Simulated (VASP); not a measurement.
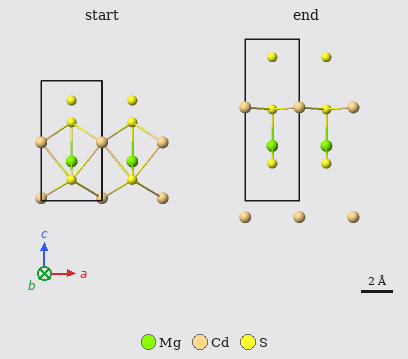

The structure of a crystal of MgCd2S3 (a generated structure, set up in Pmm2) before (left) and after (right) a relaxation, at one scale.

Style: ball-and-stick. Shown: the cell of the calculation, repeated 2 × 1 × 1 with one cell outlined, along the b axis.

The run lets cell and atoms move.

Method: VASP, Kohn-Sham DFT of a periodic cell, PBE, VASP PAW PBE potentials, recommended.

The input:
```
  PREC = Normal
  ENCUT = 520
  EDIFF = 1E-4
  ISMEAR = 0
  SIGMA = 0.15
  LREAL = F
  LASPH = T
  NELM = 60
  ALGO = Fast
  ISIF = 3
  LWAVE = F
  LCHARG = F
  GGA = PE
  IBRION = 2
  NSW = 24
  EDIFFG = -0.08
```

Launched with:
```bash
cat potpaw_PBE.64/Mg/POTCAR potpaw_PBE.64/Cd/POTCAR potpaw_PBE.64/S/POTCAR > POTCAR
mpirun -np 1 vasp_std > vasp.out
```

> What changed between the two?

The relaxation stopped without meeting its thresholds, so the last structure isn't shown to be converged. Over 23 geometry steps the energy falls by 432 meV per atom. Largest force component: 0.79 eV/Å at the start, 0.43 eV/Å at the end. Pressure: −2.61 GPa at the start and −0.77 GPa at the end. The atom that moves furthest relative to the cell is a Cd atom (1.31 Å along −c). By element the largest moves are Cd 1.31 Å, S 0.93 Å, Mg 0.12 Å. The volume changes by +10.7 %, with a 3.984 → 3.549 Å (−10.9 %), b 4.462 → 4.115 Å (−7.8 %), c 7.877 → 10.612 Å (+34.7 %). Among the contacts that change: S–S 2.649 → 3.991 Å, Cd–S 3.225 → 4.443 Å, S–S 2.678 → 3.630 Å, Cd–S 3.159 → 4.094 Å. Among the angles between lasting bonds that change: S–Mg–S 123.4° → 121.3°, Mg–S–Mg 123.4° → 121.3°. The space group stays Pmm2 (No. 25). The volume changes by over a tenth within one run on a fixed set of plane waves, so the end point should be relaxed again from the new cell.
